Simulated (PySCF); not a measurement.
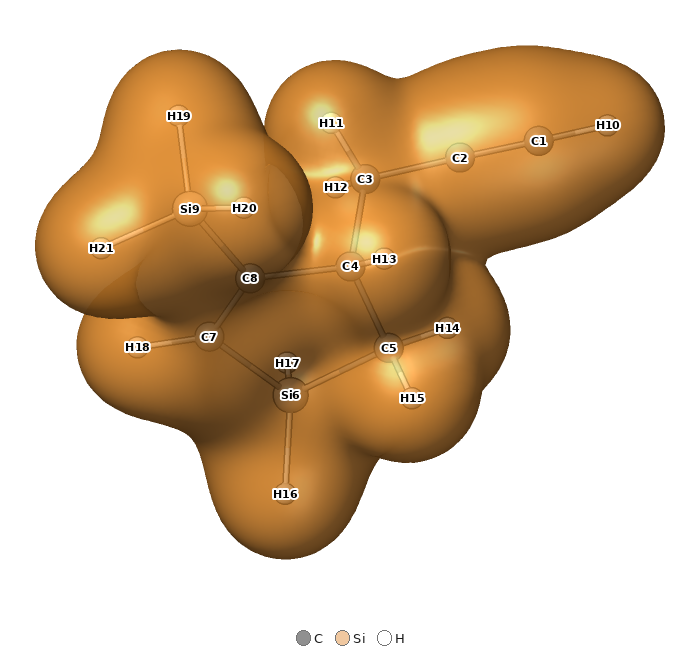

Figure 1: C7H12Si2. Isosurface of the electron density at 0.05 e/Å³ (orange), seen at a tilt.

Geometry: GFN2-xTB.

The calculation used PySCF, PBE0/pcSseg-1, SCF density, gas phase, non-relativistic.

```yaml
atoms:
  - { symbol: C, position_ang: [3.0280, -1.8634, -1.0962] }
  - { symbol: C, position_ang: [2.0843, -1.5058, -0.4527] }
  - { symbol: C, position_ang: [0.9296, -1.0640, 0.2982] }
  - { symbol: C, position_ang: [0.0256, -0.1341, -0.5333] }
  - { symbol: C, position_ang: [0.7594, 1.1756, -0.8605] }
  - { symbol: Si, position_ang: [0.2799, 2.3939, 0.5217] }
  - { symbol: C, position_ang: [-1.2277, 1.3447, 0.9111] }
  - { symbol: C, position_ang: [-1.2095, 0.1637, 0.2837] }
  - { symbol: Si, position_ang: [-2.5691, -1.1347, 0.4233] }
  - { symbol: H, position_ang: [3.8600, -2.1846, -1.6481] }
  - { symbol: H, position_ang: [0.3602, -1.9421, 0.6176] }
  - { symbol: H, position_ang: [1.2619, -0.5249, 1.1907] }
  - { symbol: H, position_ang: [-0.2477, -0.6655, -1.4526] }
  - { symbol: H, position_ang: [1.8272, 0.9943, -0.9696] }
  - { symbol: H, position_ang: [0.4072, 1.5536, -1.8214] }
  - { symbol: H, position_ang: [-0.0241, 3.7431, 0.0390] }
  - { symbol: H, position_ang: [1.2512, 2.4642, 1.6213] }
  - { symbol: H, position_ang: [-2.0516, 1.6253, 1.5497] }
  - { symbol: H, position_ang: [-2.1531, -2.2064, 1.3368] }
  - { symbol: H, position_ang: [-2.8179, -1.7113, -0.9010] }
  - { symbol: H, position_ang: [-3.7827, -0.5047, 0.9420] }
```

**Which contacts does the surface bridge?**

At this value the surface is in one piece. It bridges the sampled C–C (1.20 Å), C–Si (1.88 Å), C–H (1.05 Å) and C–C (1.34 Å) contacts, where the density stays above the isovalue. On the grid the lowest density along these lines, outside the cores, is 2.7 e/Å³ (C–C, 1.20 Å), 0.78 e/Å³ (C–Si, 1.88 Å), 2 e/Å³ (C–H, 1.05 Å) and 2.2 e/Å³ (C–C, 1.34 Å).
